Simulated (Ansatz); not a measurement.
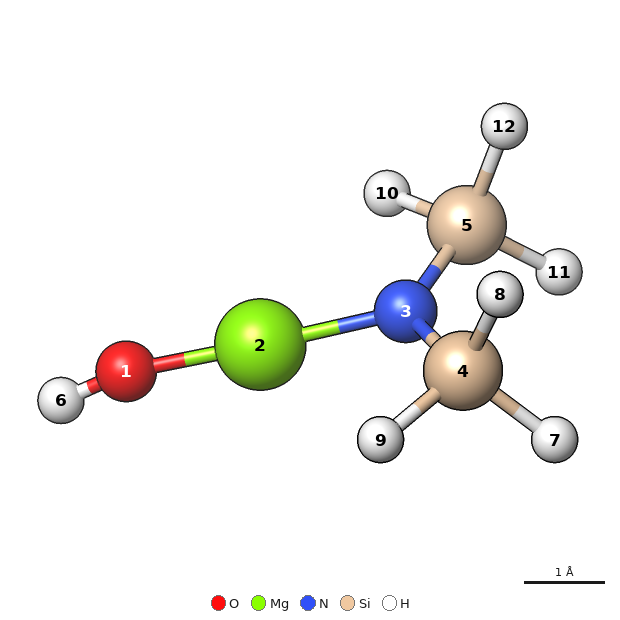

Source: calculation with Ansatz.

The view is orthographic, and the bar gives the scale. State: charge +1, doublet. Geometry: the geometry of the neutral molecule.

Reconstruct the coordinates (Å) as seen: x to the right, y up, z towards the viewer, origin at the mean of the atomic positions.

```xyz
12
H7MgNOSi2
O   -3.32  -0.70  -0.60
Mg  -1.63  -0.36  -0.31
N    0.21   0.06   0.04
Si   0.93  -0.69   1.40
Si   0.98   1.15  -1.02
H   -4.15  -1.07  -0.88
H    2.09  -1.57   1.05
H    1.40   0.27   2.44
H   -0.11  -1.57   2.03
H   -0.03   1.55  -2.06
H    2.15   0.55  -1.74
H    1.46   2.39  -0.36
```
